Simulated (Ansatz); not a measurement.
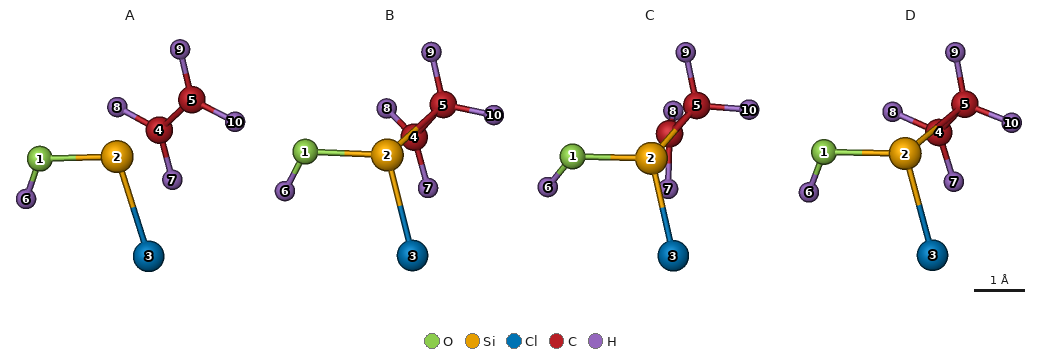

4 geometries from one relaxation of C$_{2}$H$_{5}$ClOSi, in shuffled order. Style: ball-and-stick. Shown from a free direction.

The run prepares an end point of a later path (torsion) calculation, from a guessed geometry.

All numbers below come from Ansatz 0.2.0, RKS PBE-D4/6-31G*. Set-up: no spin polarisation; force threshold 0.015 eV/Å; at most 40 steps.

**Put them in the order of the run, from the start to the converged end.**

C, B, D, A. They are steps 0, 3, 6, 22, at +53.1 kcal/mol, +14.6 kcal/mol, +3.22 kcal/mol relative to the last. After 22 geometry steps the energy has fallen by 53.1 kcal/mol. The largest force component goes from 3.1 to 0.015 eV/Å. The largest move after the best rigid fit is that of H8, 0.80 Å. By element the largest moves are H 0.80 Å, Si 0.64 Å, C 0.45 Å, O 0.29 Å, Cl 0.26 Å. Near-neighbour distances that change, for instance: Si2–C5 1.767 → 2.716 Å, Si2–C4 2.280 → 3.095 Å, Si2–Cl3 2.040 → 2.175 Å, O1–Si2 1.613 → 1.681 Å. Bonds break: Si2–C5 (1.77 → 2.72 Å). Bond angles that change, for instance: H9–C5–H10 105.0° → 116.3°, C4–C5–H10 115.9° → 121.5°, H7–C4–H8 111.6° → 117.0°. Groups turn about O1–Si2 by about 35°.
